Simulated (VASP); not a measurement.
Band structure of RuAl (relaxed from the CsCl type structure, space group Pm-3m). All values below come from PBEsol GGA, VASP's PBE PAW potentials (set 64) (plane waves; VASP).

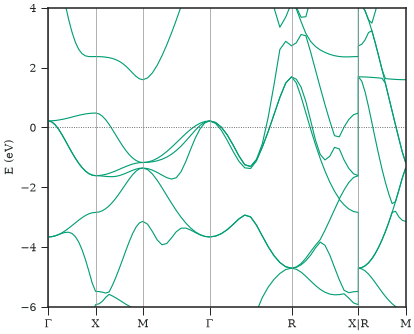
*Bands along high-symmetry lines, zero at the valence-band maximum or, without a gap, the Fermi level*

Read the plot: is there a gap, and where are the band edges?

It has no gap at this level: it comes out as a metal or semimetal. (Edges off the drawn lines would not show.)

The structure was generated: RuAl was put into the CsCl type type (Pm-3m), which need not be its known phase. It was relaxed first, which changed the volume by -37 %. The electron count is odd and the run is not spin-polarised, which forces a metal.
